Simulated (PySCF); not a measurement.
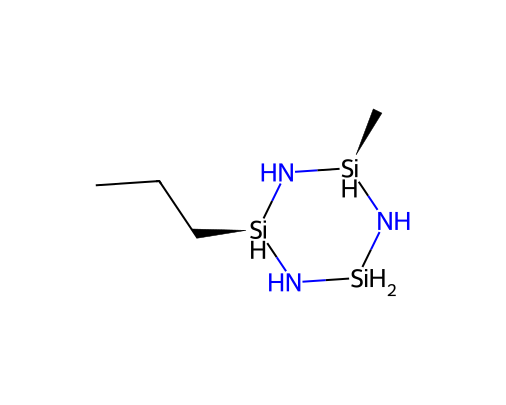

A structural formula.

**Transcribe the drawing into SMILES.**

CCC[Si@@H]1N[SiH2]N[Si@H](C)N1

**What is the molecular formula?**

C4H17N3Si3.

**An optimisation with PBE0-D3(BJ)/def2-SVP gave a structure of which point group?**

C1.

The parts below concern this one geometry. Atoms keep their numbers from picture to picture. The geometry was computed by an optimisation with PBE0-D3(BJ)/def2-SVP. No frequency run is at hand to confirm it as a minimum.

### Shape

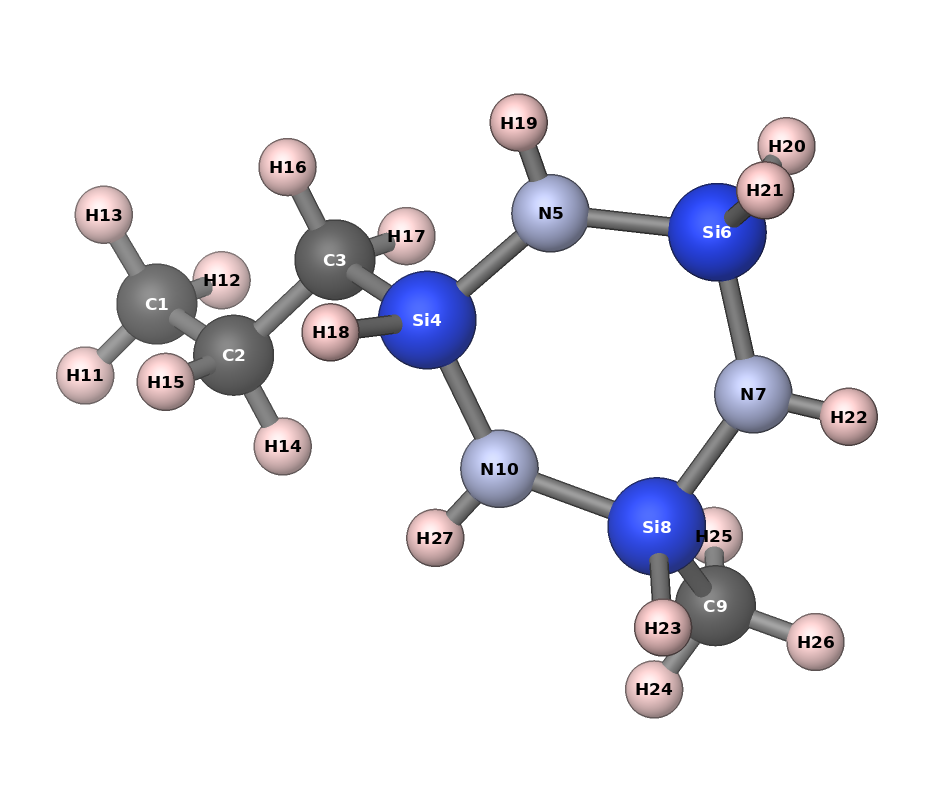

Atoms fade into the background with distance from the viewer. No frequency run is at hand to confirm it as a minimum.

**Find the stereocentres and stereogenic double bonds.**

Centres: Si4, Si8.

**Assign CIP descriptors.**

Si4: R (priorities N10 > N5 > C3 > H18); Si8: S (priorities N10 > N7 > C9 > H23).

### Electronic properties

No frequency run is at hand to confirm it as a minimum. Properties computed with CAM-B3LYP/pcSseg-1, gas phase (PySCF 2.14.0).

**Estimate the LUMO energy (Kohn–Sham orbital).**

1.80 eV.

**Estimate the HOMO energy (Kohn–Sham orbital).**

−8.20 eV.

**Give the dipole moment at this level.**

0.86 D.

### NMR shielding

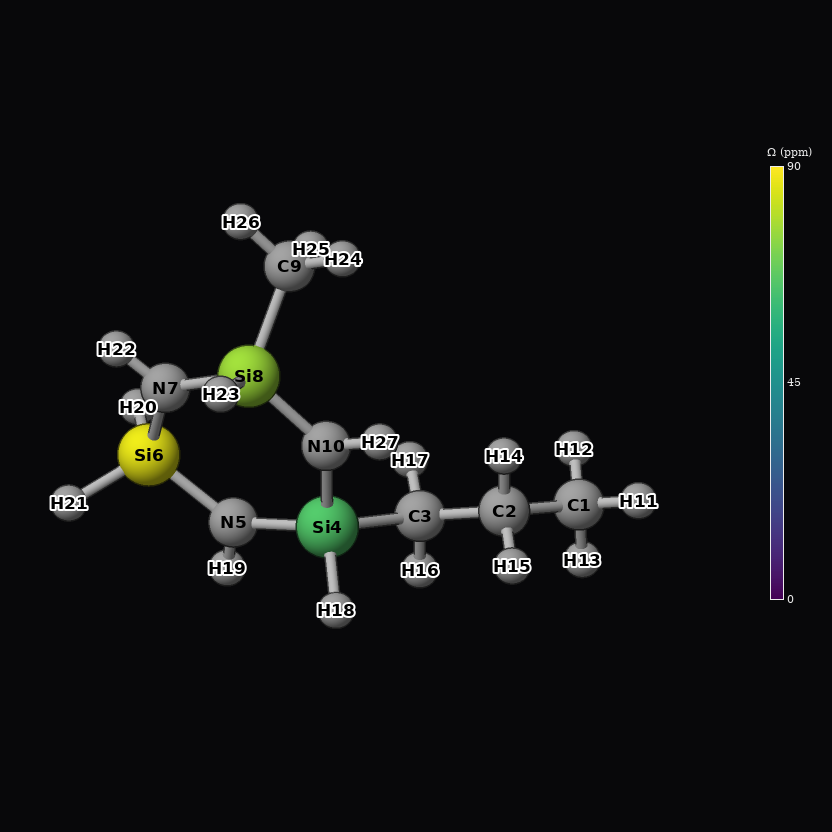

The Si atoms are coloured by the span of their shielding tensor. No frequency run is at hand to confirm it as a minimum. Level of theory: GIAO PBE0/pcSseg-1 NMR shielding, non-relativistic, gas phase (PySCF 2.14.0). Principal shieldings σ11 ≤ σ22 ≤ σ33, span Ω = σ33 − σ11, skew κ = 3(σiso − σ22)/Ω.

**Which Si atom has the most anisotropic shielding?**

Si6, with a span of 87 ppm.

Give the shielding tensors of the Si atoms.

```csv
atom,σ11,σ22,σ33,σiso,Ω,κ
Si4,327.0,384.0,392.6,367.8,65.6,−0.74
Si6,348.5,375.9,435.1,386.5,86.6,0.37
Si8,319.3,390.1,396.0,368.4,76.7,−0.85
```

Shieldings and span in ppm.

### Ring current

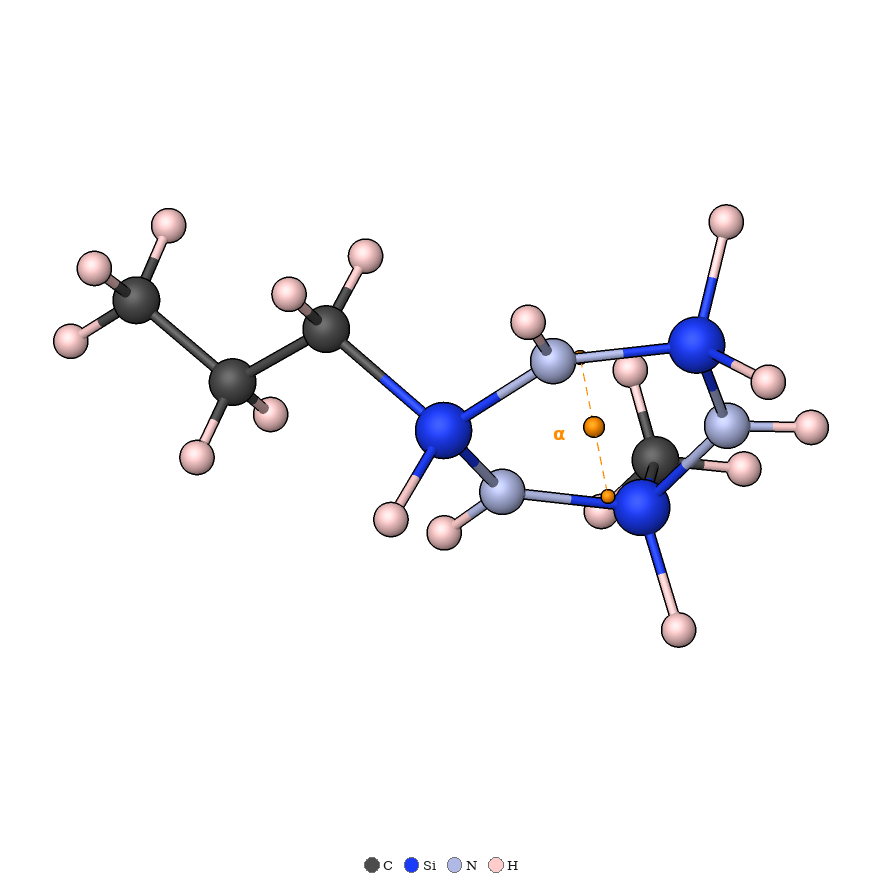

The small points mark where nucleus-independent chemical shifts (NICS) were computed: at the centre of each lettered ring and 1 Å above and below it. No frequency run is at hand to confirm it as a minimum. Method: GIAO CAM-B3LYP/pcSseg-1 NMR shielding, non-relativistic, gas phase (PySCF 2.14.0).

Give NICS(0), NICS(1) and the out-of-plane component NICS(1)zz for each ring (means of the two sides).

| ring | members | NICS(0) | NICS(1) | NICS(1)zz |
| --- | --- | --- | --- | --- |
| α | Si3N3 | −2.7 | −0.7 | 4.3 |

Values in ppm.

**What do the values say about the ring currents?**

Ring α: weak, as in a non-aromatic ring. NICS is one index among several.
